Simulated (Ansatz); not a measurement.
**O + HF (HOF) (triplet): an exchange reaction of three atoms**

Aim: map the energy of O + HF (the system O + FH), spin multiplicity 3 over two coordinates, and find its wells, ridges and stiffness.

Program: Ansatz 0.2.0. Level of theory: UKS PBE0-D4/def2-SVPD. These are calculated values, not measurements.

**1. Reference: O (triplet) by itself**

File input.yaml:

```yaml
crystal:
  periodic: [false, false, false]
  atoms:
    - { symbol: O, position_ang: [0.0, 0.0, 0.0] }
magnetization:
  spin_polarized: true
  initial_magnetization: 2
basis:
  gaussian: { orbitals: def2-SVPD }
hamiltonian:
  xc: pbe0
```

Launch:

```
$ ansatz run input.yaml --threads 1 --pin off --max-ram 2560MiB --backend cpu --events-out ev --progress --plain --runs-dir out
```

Output:

```text
Warning: RAYON_NUM_THREADS=1 ignored (pool sized by the plan → 1); use --threads N
Engine: ansatz 0.2.0, aarch64-unknown-linux-gnu
Functional definition: PBE0
  parameter a = 0.25
  parameter kappa = 0.804
  parameter beta = 0.06672455060314922
  exchange = (1 - a)*pbe_x(kappa = kappa, mu = beta*pi^2/3) + a*exact_x
  correlation = pbe_c(beta = beta)
155 factors; their error is unknown
mean field evaluation 1: about -2038.8666 eV, gradient 5.7e0 eV
mean field evaluation 2: about -2038.9488 eV, gradient 3.1e0 eV
mean field evaluation 4: about -2038.9886 eV, gradient 3.8e-2 eV
mean field evaluation 8: about -2039.0019 eV, gradient 7.1e-4 eV
mean field -2039.00185026 eV, -74.9319359120 hartree, gradient 2.4e-5 eV, S^2 2.003727; 0 other end points of the search recorded, 0 dependent functions left out
reference -2039.00187635 eV, -74.9319368706 hartree; 5, 3 occupied and 18, 20 virtual orbitals, 155 factors
Total energy: -2039.00187635 eV, -74.9319368706 hartree
```

Wall time 0.19 s (1 thread of Arm Neoverse V1, shared host); peak memory 0.063 GiB.

**2. Reference: HF by itself**

File input.yaml:

```yaml
crystal:
  periodic: [false, false, false]
  atoms:
    - { symbol: H, position_ang: [0.0, 0.0, 0.0] }
    - { symbol: F, position_ang: [0.91, 0.0, 0.0] }
basis:
  gaussian: { orbitals: def2-SVPD }
hamiltonian:
  xc: pbe0
  dispersion: d4
output:
  forces: true
relax:
  f_tol: 0.003
  max_steps: 120
```

Launch:

```
$ ansatz run input.yaml --threads 1 --pin off --max-ram 2560MiB --backend cpu --events-out ev --progress --plain --runs-dir out
```

Output, cut to the lines that bear on the results:

```text
Warning: RAYON_NUM_THREADS=1 ignored (pool sized by the plan → 1); use --threads N
[...]
Functional definition: PBE0
[...]
249 factors; their error is unknown
[...]
mean field -2728.72152879 eV, -100.2786665890 hartree, gradient 7.0e-5 eV, S^2 0.000000; 0 other end points of the search recorded, 0 dependent functions left out
[...]
reference -2728.72154922 eV, -100.2786673401 hartree; 5, 5 occupied and 26, 26 virtual orbitals, 249 factors
relax step   1: F+E_penalty+E_count = -2728.72303877 eV  Δ(F+E_penalty+E_count) = +0.000e0 eV  max|allowed force component| = 6.419e-1 eV/Å  Δτ_max = 0.0000 Å  (21 SCF iters, accepted)
[...]
relax step   3: F+E_penalty+E_count = -2728.72627028 eV  Δ(F+E_penalty+E_count) = -1.134e-4 eV  max|allowed force component| = 3.122e-3 eV/Å  Δτ_max = 0.0009 Å  (26 SCF iters, accepted)
[...]
relax step   4: F+E_penalty+E_count = -2728.72627036 eV  Δ(F+E_penalty+E_count) = -8.040e-8 eV  max|allowed force component| = 1.424e-5 eV/Å  Δτ_max = 0.0000 Å  (15 SCF iters, accepted)
249 factors; their error is unknown
mean field -2728.72475702 eV, -100.2787852245 hartree, gradient 1.7e-5 eV, S^2 0.000000; 1 other end points of the search recorded, 0 dependent functions left out
[...]
reference -2728.72477746 eV, -100.2787859755 hartree; 5, 5 occupied and 26, 26 virtual orbitals, 249 factors
Total energy: -2728.72629080 eV, -100.2788415897 hartree
Atom 0 at    -0.005098     0.000000     0.000000 Å, force    -0.000015     0.000000     0.000000 eV/Å
Atom 1 at     0.915098    -0.000000    -0.000000 Å, force     0.000015     0.000000    -0.000000 eV/Å
Dipole moment:    -0.382153    -0.000000     0.000000 e Å
```

Run time: 1 s. Hardware: 1 thread of Arm Neoverse V1, shared host; peak memory 0.078 GiB.

The steps of the relaxation:

```
step  energy from step 1 (eV)  largest force component (eV/Å)
   1                   0.0000                          0.6419
   2                  -0.0031                          0.1178
   3                  -0.0032                          0.0031
   4                  -0.0032                          0.0000
```

The bond:

```csv
bond,before (Å),after (Å),change (Å)
H1–F2,0.910,0.920,+0.010
```

**3. Plan of the scan**

First coordinate, distance O1–H2: 17 values from 0.776 to 2.376 Å. Second coordinate, distance H2–F3: 17 values from 0.728 to 2.328 Å.

Nothing else is relaxed (the angle O1–H2–F3 is fixed at 180 degrees). Energies count from O far from the relaxed HF (each part in its own basis).

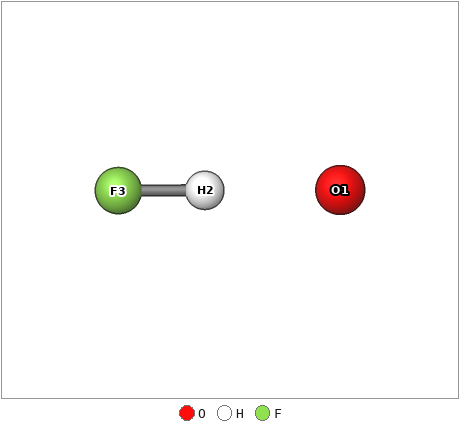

The geometry at distance O1–H2 = 1.426 Å, distance H2–F3 = 0.910 Å.

Below, 3 of the grid's runs; all are launched alike.

**4. Grid point distance O1–H2 = 1.426 Å, distance H2–F3 = 0.910 Å**

File input.yaml:

```yaml
crystal:
  periodic: [false, false, false]
  atoms:
    - { symbol: O, position_ang: [-1.426, 0.0, 0.0] }
    - { symbol: H, position_ang: [0.0, 0.0, 0.0] }
    - { symbol: F, position_ang: [0.91, 0.0, 0.0] }
magnetization:
  spin_polarized: true
  initial_magnetization: 2
basis:
  gaussian: { orbitals: def2-SVPD }
hamiltonian:
  xc: pbe0
  dispersion: d4
output:
  forces: true
```

Launch:

```
$ ansatz run input.yaml --threads 1 --pin off --max-ram 2560MiB --backend cpu --events-out ev --progress --plain --runs-dir out
```

Output, cut to the lines that bear on the results:

```text
Warning: RAYON_NUM_THREADS=1 ignored (pool sized by the plan → 1); use --threads N
[...]
Functional definition: PBE0
[...]
434 factors; their error is unknown
[...]
mean field -4767.63495148 eV, -175.2073528479 hartree, gradient 9.4e-6 eV, S^2 2.004151; 1 other end points of the search recorded, 0 dependent functions left out
[...]
reference -4767.63498167 eV, -175.2073539573 hartree; 10, 8 occupied and 44, 46 virtual orbitals, 434 factors
Total energy: -4767.64320323 eV, -175.2076560942 hartree
Atom 0 at    -1.426000     0.000000     0.000000 Å, force    -1.636188    -0.000000    -0.000000 eV/Å
Atom 1 at     0.000000     0.000000     0.000000 Å, force    -1.080431    -0.000000    -0.000000 eV/Å
Atom 2 at     0.910000     0.000000     0.000000 Å, force     2.716619     0.000000     0.000000 eV/Å
Dipole moment:    -0.533475     0.000000     0.000000 e Å
```

It took 1.8 s on 1 thread of Arm Neoverse V1, shared host; peak memory 0.11 GiB.

Energy on the map's scale: 0.08 eV.

**5. Grid point distance O1–H2 = 0.883 Å, distance H2–F3 = 1.081 Å**

File input.yaml:

```yaml
crystal:
  periodic: [false, false, false]
  atoms:
    - { symbol: O, position_ang: [-0.883, 0.0, 0.0] }
    - { symbol: H, position_ang: [0.0, 0.0, 0.0] }
    - { symbol: F, position_ang: [1.081, 0.0, 0.0] }
magnetization:
  spin_polarized: true
  initial_magnetization: 2
basis:
  gaussian: { orbitals: def2-SVPD }
hamiltonian:
  xc: pbe0
  dispersion: d4
output:
  forces: true
```

Launch:

```
$ ansatz run input.yaml --threads 1 --pin off --max-ram 2560MiB --backend cpu --events-out ev --progress --plain --runs-dir out
```

Output, cut to the lines that bear on the results:

```text
Warning: RAYON_NUM_THREADS=1 ignored (pool sized by the plan → 1); use --threads N
[...]
Functional definition: PBE0
[...]
434 factors; their error is unknown
[...]
mean field -4765.41002147 eV, -175.1255881780 hartree, gradient 3.8e-6 eV, S^2 2.007791; 5 other end points of the search recorded, 0 dependent functions left out
[...]
reference -4765.41005069 eV, -175.1255892520 hartree; 10, 8 occupied and 44, 46 virtual orbitals, 434 factors
Total energy: -4765.41829285 eV, -175.1258921456 hartree
Atom 0 at    -0.883000     0.000000     0.000000 Å, force   -12.509196     0.000000     0.000000 eV/Å
Atom 1 at     0.000000     0.000000     0.000000 Å, force     8.706151    -0.000000    -0.000000 eV/Å
Atom 2 at     1.081000     0.000000     0.000000 Å, force     3.803045     0.000000     0.000000 eV/Å
Dipole moment:    -0.072747    -0.000000     0.000000 e Å
```

Run time: 6 s. Hardware: 1 thread of Arm Neoverse V1, shared host; peak memory 0.1 GiB.

Energy on the map's scale: 2.31 eV.

**6. Point distance O1–H2 = 1.877 Å, distance H2–F3 = 0.910 Å**

File input.yaml:

```yaml
crystal:
  periodic: [false, false, false]
  atoms:
    - { symbol: O, position_ang: [-1.877, 0.0, 0.0] }
    - { symbol: H, position_ang: [0.0, 0.0, 0.0] }
    - { symbol: F, position_ang: [0.91, 0.0, 0.0] }
magnetization:
  spin_polarized: true
  initial_magnetization: 2
basis:
  gaussian: { orbitals: def2-SVPD }
hamiltonian:
  xc: pbe0
  dispersion: d4
output:
  forces: true
```

Launch:

```
$ ansatz run input.yaml --threads 1 --pin off --max-ram 2560MiB --backend cpu --events-out ev --progress --plain --runs-dir out
```

Output, cut to the lines that bear on the results:

```text
Warning: RAYON_NUM_THREADS=1 ignored (pool sized by the plan → 1); use --threads N
[...]
Functional definition: PBE0
[...]
434 factors; their error is unknown
[...]
mean field -4767.89507856 eV, -175.2169123418 hartree, gradient 1.2e-5 eV, S^2 2.004055; 1 other end points of the search recorded, 0 dependent functions left out
[...]
reference -4767.89511052 eV, -175.2169135163 hartree; 10, 8 occupied and 44, 46 virtual orbitals, 434 factors
Total energy: -4767.90276075 eV, -175.2171946569 hartree
Atom 0 at    -1.877000     0.000000     0.000000 Å, force    -0.018810     0.000000     0.000000 eV/Å
Atom 1 at     0.000000     0.000000     0.000000 Å, force    -1.122999    -0.000000    -0.000000 eV/Å
Atom 2 at     0.910000     0.000000     0.000000 Å, force     1.141809     0.000000     0.000000 eV/Å
Dipole moment:    -0.482327     0.000000    -0.000000 e Å
```

Run time: 2 s. Hardware: 1 thread of Arm Neoverse V1, shared host; peak memory 0.11 GiB.

On the map this point reads −0.17 eV.

**7. All points together**

289 points were computed. Energies in eV, from O far from the relaxed HF (each part in its own basis); the table lists every other line.

```tsv
distance H2–F3 (Å) ↓, distance O1–H2 (Å) →	0.776	0.883	1.040	1.223	1.426	1.644	1.877	2.121	2.376
2.328	2.92	1.57	1.40	2.22	3.42	4.48	5.08	5.37	5.51
2.073	2.92	1.56	1.38	2.19	3.37	4.31	4.86	5.12	5.22
1.829	2.93	1.56	1.36	2.12	3.18	3.97	4.42	4.56	4.65
1.596	3.02	1.60	1.31	1.93	2.72	3.15	3.37	3.54	3.66
1.378	3.29	1.73	1.21	1.47	1.76	1.93	2.09	2.22	2.32
1.175	3.86	2.04	1.08	0.77	0.69	0.73	0.81	0.89	0.96
0.992	5.06	2.77	1.28	0.43	0.05	−0.08	−0.09	−0.05	−0.01
0.835	7.67	4.69	2.47	1.23	0.51	0.22	0.13	0.13	0.16
0.728	11.44	7.76	4.86	3.28	2.36	1.94	1.79	1.77	1.78
```

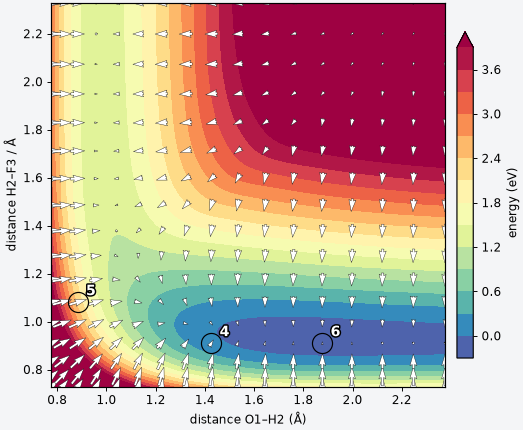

The map; numbers mark the steps of this session that print a point's run. Drawn: filled contours, arrows along the force (downhill), longer where it is stronger, one colour for all values above the top of the scale.

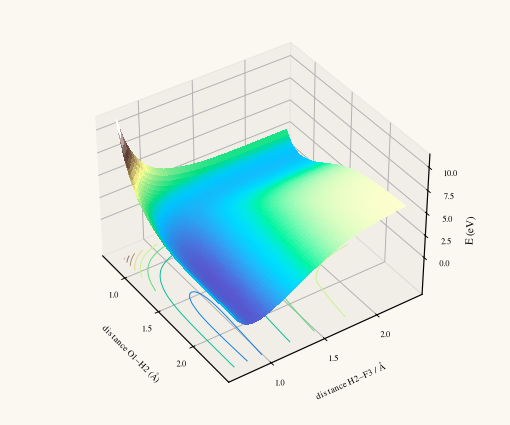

The same map in relief. In the figure: a relief with its contours projected below, any walls above the top of the colour scale cut off. Between grid points the surface is interpolated.

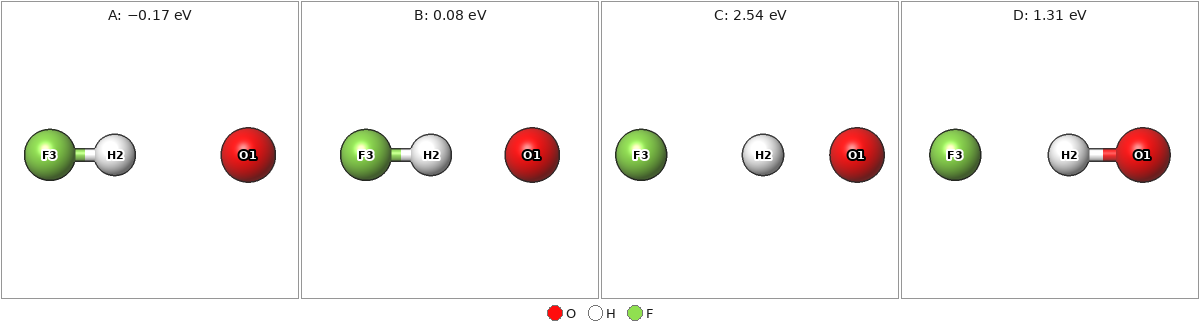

Structures on the grid, at one scale: A at distance O1–H2 = 1.877 Å, distance H2–F3 = 0.910 Å; B at distance O1–H2 = 1.426 Å, distance H2–F3 = 0.910 Å; C at distance O1–H2 = 1.322 Å, distance H2–F3 = 1.711 Å; D at distance O1–H2 = 1.040 Å, distance H2–F3 = 1.596 Å.

On the same grid, dipole moment (D):

```
distance H2–F3 (Å) ↓, distance O1–H2 (Å) →  0.776  0.883  1.040  1.223  1.426  1.644  1.877  2.121  2.376
                                     2.328   1.57   1.66   1.76   1.84   1.87   0.72   0.04   0.61   1.00
                                     2.073   1.40   1.45   1.46   1.36   0.98   0.03   0.74   1.26   2.79
                                     1.829   1.00   0.98   0.83   0.48   0.39   1.49   4.65   3.86   3.31
                                     1.596   0.40   0.28   0.08   0.88   2.31   5.11   4.60   4.14   3.78
                                     1.378   0.33   0.58   1.24   2.62   4.42   4.28   3.86   3.50   3.23
                                     1.175   0.22   0.54   2.24   3.46   3.70   3.47   3.16   2.91   2.72
                                     0.992   0.14   0.51   1.83   2.85   2.92   2.76   2.57   2.41   2.29
                                     0.835   0.18   0.56   1.07   2.16   2.25   2.19   2.10   2.02   1.94
                                     0.728   0.02   0.40   0.90   1.31   1.82   1.84   1.82   1.77   1.73
```

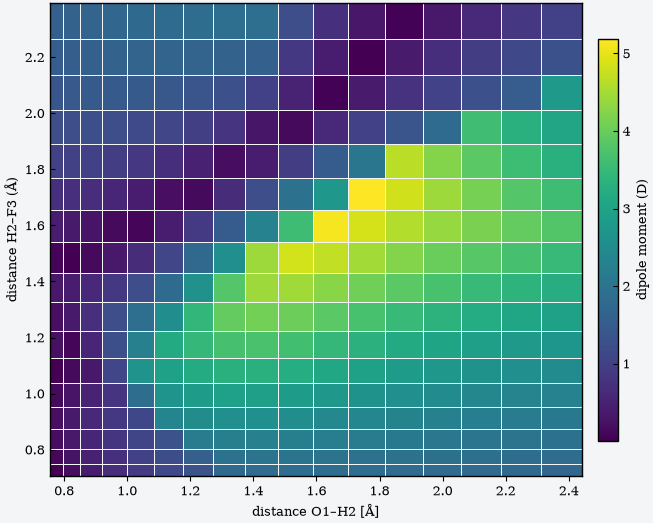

The dipole moment over the grid. Drawn: one coloured cell a grid point.

The ⟨S²⟩ (ħ²) at each point:

```
distance H2–F3 (Å) ↓, distance O1–H2 (Å) →  0.776  0.883  1.040  1.223  1.426  1.644  1.877  2.121  2.376
                                     2.328   2.00   2.00   2.00   2.01   2.02   2.27   2.54   2.69   2.77
                                     2.073   2.00   2.00   2.01   2.01   2.04   2.26   2.47   2.60   2.63
                                     1.829   2.01   2.01   2.01   2.01   2.08   2.21   2.26   2.34   2.40
                                     1.596   2.01   2.01   2.01   2.01   2.06   2.01   2.01   2.01   2.01
                                     1.378   2.01   2.01   2.01   2.01   2.01   2.01   2.01   2.01   2.01
                                     1.175   2.01   2.01   2.01   2.01   2.01   2.01   2.00   2.00   2.00
                                     0.992   2.01   2.01   2.01   2.01   2.00   2.00   2.00   2.00   2.00
                                     0.835   2.01   2.01   2.01   2.00   2.00   2.00   2.00   2.00   2.00
                                     0.728   2.01   2.01   2.00   2.00   2.00   2.00   2.00   2.00   2.00
```

**8. Results**

| quantity | value |
| --- | --- |
| lowest point | distance O1–H2 = 1.877 Å, distance H2–F3 = 0.910 Å, −0.17 eV |
| highest computed point | distance O1–H2 = 0.776 Å, distance H2–F3 = 0.728 Å, 11.61 eV above the lowest |
| dipole moment (D) | 0.01 at distance O1–H2 = 0.776 Å, distance H2–F3 = 1.081 Å to 5.19 at distance O1–H2 = 1.759 Å, distance H2–F3 = 1.711 Å; 2.32 at the lowest point |
| ⟨S²⟩ (ħ²) | 2.00 at distance O1–H2 = 1.426 Å, distance H2–F3 = 0.728 Å to 2.77 at distance O1–H2 = 2.376 Å, distance H2–F3 = 2.328 Å; 2.00 at the lowest point |
| time for the whole task | 19 min on 1 thread, shared host |

The lowest computed point is at distance O1–H2 = 1.877 Å, distance H2–F3 = 0.910 Å, −0.17 eV from O far from the relaxed HF (each part in its own basis). The highest computed point, distance O1–H2 = 0.776 Å, distance H2–F3 = 0.728 Å, lies 11.61 eV above the lowest.
